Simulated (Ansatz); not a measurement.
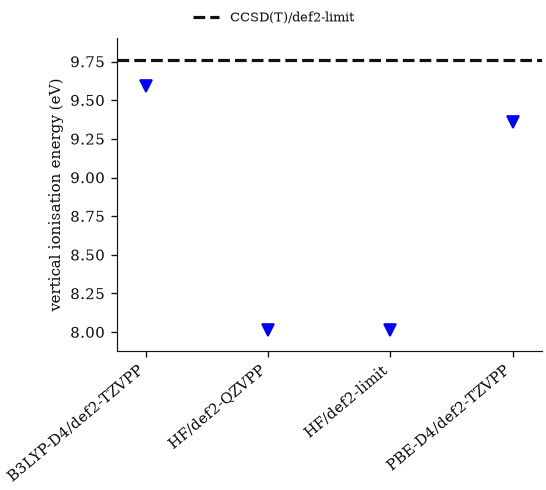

Vertical ionisation energy of ZnNH₃O, SMILES [NH2][Zn][OH], singlet, taken as the energy of the cation less that of the neutral at fixed geometry (unrestricted doublet cation, cores frozen in correlated methods, no spin-orbit coupling), the Ansatz code, at a PBE0-D4/def2-TZVP geometry (a minimum by its frequencies). Choice of cores on heavy atoms: Zn/Cu 3s3p. Limit means an estimate of the basis limit from triple and quadruple zeta; for coupled cluster it is either extrapolated directly or built as the MP2 limit plus the step from MP2 in triple zeta.

Which level comes closest to the line (CCSD(T)/def2-limit), and which misses most?

Answer. Closest B3LYP-D4/def2-TZVPP (9.59 eV), against 9.76 eV; farthest HF/def2-QZVPP (8.01 eV).

Give the values.

Answer.
```
              level    eV  less CCSD(T)/def2-limit
B3LYP-D4/def2-TZVPP  9.59                    −0.17
      HF/def2-QZVPP  8.01                    −1.75
      HF/def2-limit  8.01                    −1.75
  PBE-D4/def2-TZVPP  9.36                    −0.40
 CCSD(T)/def2-limit  9.76                     0.00
```

Limits of at least one run: no scalar relativity up to krypton.
